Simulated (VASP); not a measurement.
Band structure of YN (rock salt). Method: r2SCAN+rVV10, VASP's PBE PAW potentials (set 64) (plane waves; VASP).

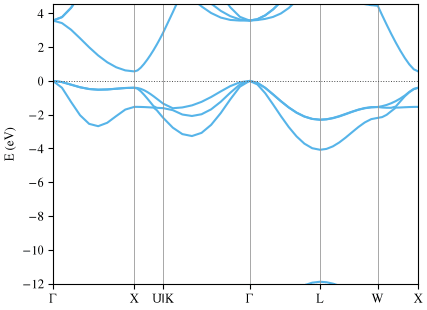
Figure. Bands along high-symmetry lines, zero at the valence-band maximum or, without a gap, the Fermi level

Problem. Read the plot: is there a gap, and where are the band edges?

Solution. The gap is indirect, 0.56 eV, from the valence maximum at Γ to the conduction minimum at X.

The compound is YN in the rock salt structure. It was relaxed first.
